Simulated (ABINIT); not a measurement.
# AlGaN2 (P3m1): G0W0 in ABINIT against the plane-wave cutoff, part 2 of 2

Wanted: the cheapest plane-wave cutoff that holds the gap of AlGaN2 (P3m1).

ABINIT 10.8.3; LDA and many-body steps on it, plane waves. Known limits of the many-body steps: not at the basis limit; exchange with frozen shells missing; no spin-orbit coupling; coarse k mesh.

So far. Step 5 (Empty states on the mesh, 3×3×2 mesh, 34 bands): On this mesh the gap is 2.921 eV. Step 6 (Screening, 3×3×2 mesh, 30 bands, screening to 106.1 eV): Local fields lower ε∞ by 7 %. On a Γ-centred mesh this coarse the value itself is usually too large, while a short band sum pulls it down.

## Step 8: Screening, 3×3×2 mesh, 30 bands, screening to 106.1 eV

This step: RPA screening on LDA, plane waves, norm-conserving pseudopotentials.

Contents of run.abi:

```
acell 3*1.0 Angstrom
rprim 
  3.145282644058 -0.000000000015 0.000000000000
  -1.572641322016 2.723894671844 0.000000000000
  0.000000000000 0.000000000000 5.096893730000
ntypat 3
znucl 13 31 7
natom 4
typat 1 2 3 3
xred 
  0.000000000000 0.000000000000 0.999263770000
  0.666666666667 0.333333333333 0.497174210000
  0.666666666667 0.333333333333 0.111803640000
  0.000000000000 0.000000000000 0.628158390000
pp_dirpath "pseudos"
pseudos "Al.upf, Ga.upf, N.upf"
ecut 29
ngkpt 3 3 2
nshiftk 1
shiftk 0 0 0
kptopt 1
chksymbreak 0
istwfk *1
occopt 1
irdwfk 1
optdriver 3
nband 30
ecuteps 3.9
inclvkb 2
awtr 1
symchi 1
indata_prefix "in"
outdata_prefix "out"
tmpdata_prefix "tmp"
```

On the command line:

```bash
$ OMP_NUM_THREADS=1 mpirun -n 4 abinit run.abi > log
```

Numbers of over 12 decimals in the logs are rounded to 6 here.

Log:

```text
.Version 10.8.3 of ABINIT. v10.8.2 released Aug 2026.

 Symmetries : space group P3 m 1 (#156); Bravais hP (primitive hexag.)
[... echo of the input left out ...]
== DATASET  1 ==================================================================
-   mpi_nproc: 4, omp_nthreads: 1 (-1 if OMP is not activated)

--- !DatasetInfo
iteration_state: {dtset: 1, }
dimensions: {natom: 4, nkpt: 6, mband: 30, nsppol: 1, nspinor: 1, nspden: 1, mpw: 2223, }
cutoff_energies: {ecut:  29.0, pawecutdg:  -1.0, }
electrons: {nelect:   2.60000000E+01, charge:   0.00000000E+00, occopt:   1.00000000E+00, tsmear:   1.00000000E-02, }

 SCREENING: Calculation of the susceptibility and dielectric matrices

 Based on a program developped by R.W. Godby, V. Olevano, G. Onida, and L. Reining.
 Incorporated in ABINIT by V. Olevano, G.-M. Rignanese, and M. Torrent.
.Using double precision arithmetic ; gwpc =  8

[... cell and pseudopotentials left out ...]
--------------------------------------------------------------------------------

 ==== K-mesh for the wavefunctions ====
 Number of points in the irreducible wedge :     6
[... list of points left out ...]
 Together with  6 symmetry operations and time-reversal symmetry
 yields    18 points in the full Brillouin Zone.

 ==== Q-mesh for the screening function ====
 Number of points in the irreducible wedge :     6
[... list of points left out ...]
 Together with  6 symmetry operations and time-reversal symmetry
 yields    18 points in the full Brillouin Zone.

 setmesh: FFT mesh size selected  =    18x   18x   32
          total number of points  =        10368

 vcoul_init : cutoff-mode = AUXILIARY_FUNCTION
 q-points for optical limit:   1
     1)      0.000010    0.000020    0.000030

- screening: taking advantage of time-reversal symmetry
- Maximum band index for partially occupied states nbvw = 13
- Remaining bands to be divided among processors   nbcw = 17
- Number of bands treated by each node ~4

 Number of electrons calculated from density =   26.0000; Expected =   26.0000
 average of density, n =  0.088231
 r_s =    1.3935
 omega_plasma =   28.6527 [eV]

 calculating chi0 at frequencies [eV] :
  1    0.000000E+00    0.000000E+00
  2    0.000000E+00    2.865274E+01

--------------------------------------------------------------------------------
  q-point number  1        q = ( 0.000000, 0.000000, 0.000000) [r.l.u.]
--------------------------------------------------------------------------------
[... chi0 elements left out ...]
 For q-point:  0.000010 0.000020 0.000030
  dielectric constant =   6.4670
  dielectric constant without local fields =   6.9578

  Average fulfillment of the sum rule on Im[epsilon] for q-point    1 :     25.38  [%]
[... wings left out ...]
  q-point number  2        q = ( 0.333333, 0.000000, 0.000000) [r.l.u.]
--------------------------------------------------------------------------------
[... chi0 elements left out ...]
  Average fulfillment of the sum rule on Im[epsilon] for q-point    2 :     33.48  [%]

 [... 4 further q-points ...]
```

Run time: 3.4 s. Hardware: 4 MPI ranks of Arm Neoverse V2, shared host; peak memory 0.35 GiB; 13 s of CPU time.

Numbers from this step:

```yaml
eps_infinity_with_local_fields_on_this_mesh_along_the_program_s_q_direction: 6.467
the_same_without_local_fields: 6.958
plasma_frequency: 28.65 eV
plane_waves_in_the_screening_matrix: 111
```

## Step 9: 29 Ha

The self-energy is evaluated for the states that the input lists, and the levels follow from it, in one-shot runs by the linearised quasiparticle equation.

This step: G0W0 on LDA, plane waves, norm-conserving pseudopotentials.

run.abi: that of step 8 with these lines changed.

```diff
@@ -25,8 +25,15 @@
 irdwfk 1
-optdriver 3
+optdriver 4
 nband 30
+gwcalctyp 0
+ecutsigx 29
+symsigma 1
+nkptgw 1
+kptgw 
+  0.0000000000 0.0000000000 0.0000000000
+bdgw 
+  12 15
 ecuteps 3.9
-inclvkb 2
-awtr 1
-symchi 1
+irdscr 1
+ppmodel 1
 indata_prefix "in"
```

Log:

```text
.Version 10.8.3 of ABINIT. v10.8.2 released Aug 2026.

 Symmetries : space group P3 m 1 (#156); Bravais hP (primitive hexag.)
[... echo of the input left out ...]
== DATASET  1 ==================================================================
-   mpi_nproc: 4, omp_nthreads: 1 (-1 if OMP is not activated)

--- !DatasetInfo
iteration_state: {dtset: 1, }
dimensions: {natom: 4, nkpt: 6, mband: 30, nsppol: 1, nspinor: 1, nspden: 1, mpw: 2223, }
cutoff_energies: {ecut:  29.0, pawecutdg:  -1.0, }
electrons: {nelect:   2.60000000E+01, charge:   0.00000000E+00, occopt:   1.00000000E+00, tsmear:   1.00000000E-02, }

 SIGMA: Calculation of the GW corrections

 Based on a program developped by R.W. Godby, V. Olevano, G. Onida, and L. Reining.
 Incorporated in ABINIT by V. Olevano, G.-M. Rignanese, and M. Torrent.
.Using double precision arithmetic ; gwpc =  8

[... cell and pseudopotentials left out ...]
--------------------------------------------------------------------------------

 ==== K-mesh for the wavefunctions ====
 Number of points in the irreducible wedge :     6
[... list of points left out ...]
 Together with  6 symmetry operations and time-reversal symmetry
 yields    18 points in the full Brillouin Zone.

 ==== Q-mesh for screening function ====
 Number of points in the irreducible wedge :     6
[... list of points left out ...]
 Together with  6 symmetry operations and time-reversal symmetry
 yields    18 points in the full Brillouin Zone.

 vcoul_init : cutoff-mode = AUXILIARY_FUNCTION
 q-points for optical limit:   1
     1)      0.000010    0.000020    0.000030
 setmesh: FFT mesh size selected  =    25x   25x   48
          total number of points  =        30000

 Number of electrons calculated from density =   26.0000; Expected =   26.0000
[...]
number of k-points in IBZ                           6
 number of q-points in IBZ                           6
 number of symmetry operations                       6
 number of k-points in BZ                           18
 number of q-points in BZ                           18
 number of frequencies for dSigma/dE                 9
 frequency step for dSigma/dE [eV]                0.25
 number of omega for Sigma on real axis              0
 max omega for Sigma on real axis  [eV]           0.00
 zcut for avoiding poles [eV]                     0.10

 EPSILON^-1 parameters (SCR file):
 dimension of the eps^-1 matrix on file            111
 dimension of the eps^-1 matrix used               111
 number of plane-waves for wavefunctions          2189
 number of bands                                    30
 number of q-points in IBZ                           6
 number of frequencies                               2
 number of real frequencies                          1
 number of imag frequencies                          1

 matrix elements of self-energy operator (all in [eV])

 Perturbative Calculation

--- !SelfEnergy_ee
iteration_state: {dtset: 1, }
kpoint     : [   0.000,    0.000,    0.000, ]
spin       : 1
KS_gap     :    2.903
QP_gap     :    3.818
Delta_QP_KS:    0.915
data: !SigmaeeData |
     Band     E0 <VxcDFT>   SigX SigC(E0)      Z dSigC/dE  Sig(E)    E-E0       E
       12   5.396 -17.805 -21.170   4.099   0.795  -0.257 -17.222   0.584   5.979
       13   5.396 -17.805 -21.170   4.099   0.795  -0.257 -17.222   0.584   5.979
       14   8.299 -13.907  -9.030  -3.048   0.819  -0.221 -12.409   1.499   9.797
       15  10.866 -12.212  -6.715  -3.504   0.830  -0.205 -10.558   1.654  12.520

== END DATASET(S) ==============================================================
================================================================================

 -outvars: echo values of variables after computation  --------
           etotal      0.0000000000E+00
            nband          30
             nkpt           6
          spgroup         156
 [... the other variables as echoed above ...]

 Calculation completed.
```

It took 2.6 s on 4 MPI ranks; peak memory 0.09 GiB.

This step gave:

| Item | Value |
| --- | --- |
| G0W0 gap on the points computed | 3.818 eV |
| starting gap on the mesh | 2.903 eV |
| k of the valence top | 0, 0, 0 |
| k of the conduction bottom | 0, 0, 0 |
| Z at the valence top | 0.795 |
| Z at the conduction bottom | 0.819 |
| least direct G0W0 gap on the computed points | 3.818 eV |

The gap on the mesh goes from 2.90 eV to 3.82 eV, a correction of +0.91 eV.

## Step 10: Screening, 3×3×2 mesh, 30 bands, screening to 106.1 eV

This step: RPA screening on LDA, plane waves, norm-conserving pseudopotentials.

run.abi: that of step 9 with these lines changed.

```diff
@@ -16,3 +16,3 @@
 pseudos "Al.upf, Ga.upf, N.upf"
-ecut 29
+ecut 36
 ngkpt 3 3 2
@@ -25,15 +25,8 @@
 irdwfk 1
-optdriver 4
+optdriver 3
 nband 30
-gwcalctyp 0
-ecutsigx 29
-symsigma 1
-nkptgw 1
-kptgw 
-  0.0000000000 0.0000000000 0.0000000000
-bdgw 
-  12 15
 ecuteps 3.9
-irdscr 1
-ppmodel 1
+inclvkb 2
+awtr 1
+symchi 1
 indata_prefix "in"
```

Log:

```text
.Version 10.8.3 of ABINIT. v10.8.2 released Aug 2026.

 Symmetries : space group P3 m 1 (#156); Bravais hP (primitive hexag.)
[... echo of the input left out ...]
== DATASET  1 ==================================================================
-   mpi_nproc: 4, omp_nthreads: 1 (-1 if OMP is not activated)

--- !DatasetInfo
iteration_state: {dtset: 1, }
dimensions: {natom: 4, nkpt: 6, mband: 30, nsppol: 1, nspinor: 1, nspden: 1, mpw: 3066, }
cutoff_energies: {ecut:  36.0, pawecutdg:  -1.0, }
[...]
--------------------------------------------------------------------------------
[... chi0 elements left out ...]
 For q-point:  0.000010 0.000020 0.000030
  dielectric constant =   6.4291
  dielectric constant without local fields =   6.9174

  Average fulfillment of the sum rule on Im[epsilon] for q-point    1 :     25.35  [%]
[... wings left out ...]
  q-point number  2        q = ( 0.333333, 0.000000, 0.000000) [r.l.u.]
--------------------------------------------------------------------------------
[... chi0 elements left out ...]
  Average fulfillment of the sum rule on Im[epsilon] for q-point    2 :     33.43  [%]

 [... 4 further q-points ...]
```

The job ended after 4 s (4 MPI ranks; peak memory 0.42 GiB).

Numbers from this step:

```
ε∞ with local fields, on this mesh, along the program's q direction : 6.429
the same without local fields                                       : 6.917
plasma frequency                                                    : 28.65 eV
plane waves in the screening matrix                                 : 111
```

## Step 11: 36 Ha

This step: G0W0 on LDA, plane waves, norm-conserving pseudopotentials.

run.abi: that of step 10 with these lines changed.

```diff
@@ -25,8 +25,15 @@
 irdwfk 1
-optdriver 3
+optdriver 4
 nband 30
+gwcalctyp 0
+ecutsigx 36
+symsigma 1
+nkptgw 1
+kptgw 
+  0.0000000000 0.0000000000 0.0000000000
+bdgw 
+  12 15
 ecuteps 3.9
-inclvkb 2
-awtr 1
-symchi 1
+irdscr 1
+ppmodel 1
 indata_prefix "in"
```

Log:

```text
.Version 10.8.3 of ABINIT. v10.8.2 released Aug 2026.

 Symmetries : space group P3 m 1 (#156); Bravais hP (primitive hexag.)
[... echo of the input left out ...]
== DATASET  1 ==================================================================
-   mpi_nproc: 4, omp_nthreads: 1 (-1 if OMP is not activated)

--- !DatasetInfo
iteration_state: {dtset: 1, }
dimensions: {natom: 4, nkpt: 6, mband: 30, nsppol: 1, nspinor: 1, nspden: 1, mpw: 3066, }
cutoff_energies: {ecut:  36.0, pawecutdg:  -1.0, }
[...]
13   5.381 -17.816 -21.198   4.102   0.795  -0.258 -17.243   0.573   5.954
       14   8.302 -13.907  -9.027  -3.047   0.819  -0.221 -12.406   1.501   9.803
       15  10.864 -12.213  -6.717  -3.502   0.830  -0.204 -10.558   1.655  12.519

== END DATASET(S) ==============================================================
================================================================================

 -outvars: echo values of variables after computation  --------
           etotal      0.0000000000E+00
            nband          30
             nkpt           6
          spgroup         156
 [... the other variables as echoed above ...]

 Calculation completed.
```

Elapsed: 2.8 s, on 4 MPI ranks; peak memory 0.1 GiB; 11 s of CPU time.

This step gave:

```yaml
g0w0_gap_on_the_points_computed: 3.849 eV
starting_gap_on_the_mesh: 2.921 eV
k_of_the_valence_top: 0, 0, 0
k_of_the_conduction_bottom: 0, 0, 0
least_direct_g0w0_gap_on_the_computed_points: 3.849 eV
```

Against the run before, the gap moves by +0.031 eV.

## Step 12: Screening, 3×3×2 mesh, 30 bands, screening to 106.1 eV

This step: RPA screening on LDA, plane waves, norm-conserving pseudopotentials.

run.abi: that of step 11 with these lines changed.

```diff
@@ -16,3 +16,3 @@
 pseudos "Al.upf, Ga.upf, N.upf"
-ecut 36
+ecut 45
 ngkpt 3 3 2
@@ -25,15 +25,8 @@
 irdwfk 1
-optdriver 4
+optdriver 3
 nband 30
-gwcalctyp 0
-ecutsigx 36
-symsigma 1
-nkptgw 1
-kptgw 
-  0.0000000000 0.0000000000 0.0000000000
-bdgw 
-  12 15
 ecuteps 3.9
-irdscr 1
-ppmodel 1
+inclvkb 2
+awtr 1
+symchi 1
 indata_prefix "in"
```

Log:

```text
.Version 10.8.3 of ABINIT. v10.8.2 released Aug 2026.

 Symmetries : space group P3 m 1 (#156); Bravais hP (primitive hexag.)
[... echo of the input left out ...]
== DATASET  1 ==================================================================
-   mpi_nproc: 4, omp_nthreads: 1 (-1 if OMP is not activated)

--- !DatasetInfo
iteration_state: {dtset: 1, }
dimensions: {natom: 4, nkpt: 6, mband: 30, nsppol: 1, nspinor: 1, nspden: 1, mpw: 4266, }
cutoff_energies: {ecut:  45.0, pawecutdg:  -1.0, }
[...]
--------------------------------------------------------------------------------
[... chi0 elements left out ...]
 For q-point:  0.000010 0.000020 0.000030
  dielectric constant =   6.4275
  dielectric constant without local fields =   6.9155

  Average fulfillment of the sum rule on Im[epsilon] for q-point    1 :     25.35  [%]
[... wings left out ...]
  q-point number  2        q = ( 0.333333, 0.000000, 0.000000) [r.l.u.]
--------------------------------------------------------------------------------
[... chi0 elements left out ...]
  Average fulfillment of the sum rule on Im[epsilon] for q-point    2 :     33.43  [%]

 [... 4 further q-points ...]
```

The job ended after 5 s (4 MPI ranks; peak memory 0.44 GiB; 19 s of CPU time).

This step gave:

```yaml
eps_infinity_with_local_fields_on_this_mesh_along_the_program_s_q_direction: 6.428
the_same_without_local_fields: 6.915
plasma_frequency: 28.65 eV
plane_waves_in_the_screening_matrix: 111
```

## Step 13: 45 Ha

This step: G0W0 on LDA, plane waves, norm-conserving pseudopotentials.

run.abi: that of step 12 with these lines changed.

```diff
@@ -25,8 +25,15 @@
 irdwfk 1
-optdriver 3
+optdriver 4
 nband 30
+gwcalctyp 0
+ecutsigx 45
+symsigma 1
+nkptgw 1
+kptgw 
+  0.0000000000 0.0000000000 0.0000000000
+bdgw 
+  12 15
 ecuteps 3.9
-inclvkb 2
-awtr 1
-symchi 1
+irdscr 1
+ppmodel 1
 indata_prefix "in"
```

Log:

```text
.Version 10.8.3 of ABINIT. v10.8.2 released Aug 2026.

 Symmetries : space group P3 m 1 (#156); Bravais hP (primitive hexag.)
[... echo of the input left out ...]
== DATASET  1 ==================================================================
-   mpi_nproc: 4, omp_nthreads: 1 (-1 if OMP is not activated)

--- !DatasetInfo
iteration_state: {dtset: 1, }
dimensions: {natom: 4, nkpt: 6, mband: 30, nsppol: 1, nspinor: 1, nspden: 1, mpw: 4266, }
cutoff_energies: {ecut:  45.0, pawecutdg:  -1.0, }
[...]
13   5.381 -17.816 -21.205   4.102   0.795  -0.258 -17.249   0.567   5.948
       14   8.302 -13.907  -9.028  -3.047   0.819  -0.221 -12.407   1.501   9.803
       15  10.864 -12.214  -6.719  -3.502   0.830  -0.205 -10.560   1.654  12.518

== END DATASET(S) ==============================================================
================================================================================

 -outvars: echo values of variables after computation  --------
           etotal      0.0000000000E+00
            nband          30
             nkpt           6
          spgroup         156
 [... the other variables as echoed above ...]

 Calculation completed.
```

Wall time 2.9 s (4 MPI ranks); peak memory 0.11 GiB; 11 s of CPU time.

Numbers from this step:

- G0W0 gap on the points computed: 3.855 eV
- starting gap on the mesh: 2.921 eV
- k of the valence top: 0, 0, 0
- k of the conduction bottom: 0, 0, 0
- least direct G0W0 gap on the computed points: 3.855 eV

Against the run before, the gap moves by +0.006 eV.

## Step 14: The runs together

Times are wall times on 4 MPI ranks of Arm Neoverse V2, shared host, good to a factor of about two. A run's time includes the screening step that it read.

```
  run   mesh  bands  screening cutoff (eV)  DFT gap (eV)  gap on the mesh (eV)  direct (eV)  ε∞ used   time
22 Ha  3×3×2     30                  106.1         2.830                 3.716        3.716     6.71  5.7 s
29 Ha  3×3×2     30                  106.1         2.903                 3.818        3.818     6.47    6 s
36 Ha  3×3×2     30                  106.1         2.921                 3.849        3.849     6.43  6.8 s
45 Ha  3×3×2     30                  106.1         2.921                 3.855        3.855     6.43  7.9 s
```

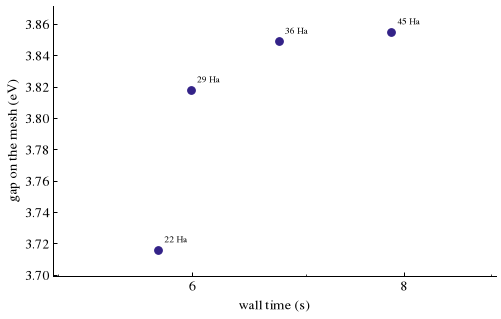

Result against wall time.

## Step 15: Results

| Item | Value |
| --- | --- |
| 22 Ha | 3.716 eV |
| 29 Ha | 3.818 eV |
| 36 Ha | 3.849 eV |
| 45 Ha | 3.855 eV |
| known limits | not at the basis limit; exchange with frozen shells missing; no spin-orbit coupling; coarse k mesh |

What this shows: The setting moved: plane-wave cutoff. From 22 Ha to 45 Ha the gap moves by +0.14 eV. It holds to 0.03 eV from 36 Ha on. Bands and screening cutoff are coupled, so a series along one setting does not show full convergence. Bands and cutoff are finite, so the gap is not at the basis limit. The miss can reach some tenths of an eV and take either sign; the mesh is an error of its own. In the G0W0 runs levels were corrected at 1 k point alone, so a gap called «on the mesh» is the least over those, and an edge elsewhere would be missed. The 3×3×2 mesh is coarse for this cell, which bears on the long-range parts of exchange and screening. The norm-conserving file of at least one element keeps a d shell over frozen s and p shells of the same row. Exchange with those shells is missing from the self-energy, an error of 0.3 to 0.9 eV in cases checked, whose sign depends on which edge lies on those atoms. The many-body steps are scalar-relativistic: spin-orbit coupling is not in them.

[Paths, hosts, dates, memory and timing lines, banners, echoed tables and standing remarks are left out of the program output.]

[Logs are printed without paths, hosts, clocks, repeated set-up lines and the standing remarks that a program may print on its own settings, such as how far it seeks lower states.]

[Runs of the session that timed out or met a known fault of the program may be left out.]

[Hosts, paths, dates, database ids (printed as entryN), source tags and the programs' standing remarks are cut or masked in the printed files.]

[G0W0 gaps are taken among the corrected bands and points alone; a level outside them can change the order at an edge.]

[Where Ansatz stands beside ABINIT at settings called matched, ABINIT's density can come from a denser mesh and the files from another edition; pairs whose starting gaps differed by over 0.03 eV were left out, so agreement reads better than it is.]
